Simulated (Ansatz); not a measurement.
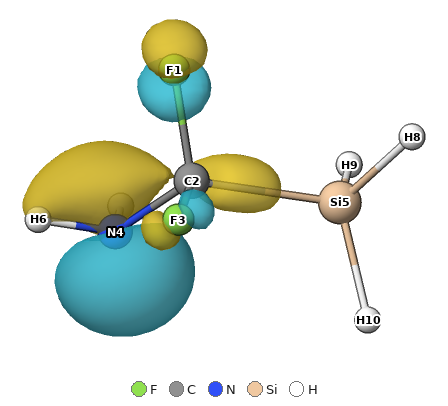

CH$_{5}$F$_{2}$NSi. The HOMO at ±0.2 Å⁻³ᐟ² (yellow and cyan are the two phases), seen from one side.

The calculation used Ansatz, RKS PBE0-D4/def2-SVP.

| atom | x (Å) | y (Å) | z (Å) |
| --- | --- | --- | --- |
| F | -0.9280 | -0.9770 | 0.8704 |
| C | 0.1806 | -0.6998 | 0.0857 |
| F | 1.1676 | -1.4858 | 0.5949 |
| N | -0.0100 | -1.0531 | -1.2553 |
| Si | 0.6343 | 1.1575 | 0.3371 |
| H | -0.2294 | -2.0449 | -1.3470 |
| H | -0.7384 | -0.5004 | -1.6972 |
| H | 0.6892 | 1.4338 | 1.7992 |
| H | -0.4342 | 1.9825 | -0.3028 |
| H | 1.9506 | 1.4392 | -0.3004 |

**What is the character of this orbital?**

Its weight (Hirshfeld) is mainly on N4 (about 60 %), F1 (about 10 %) and C2 (about 10 %). Its energy is −8.11 eV.
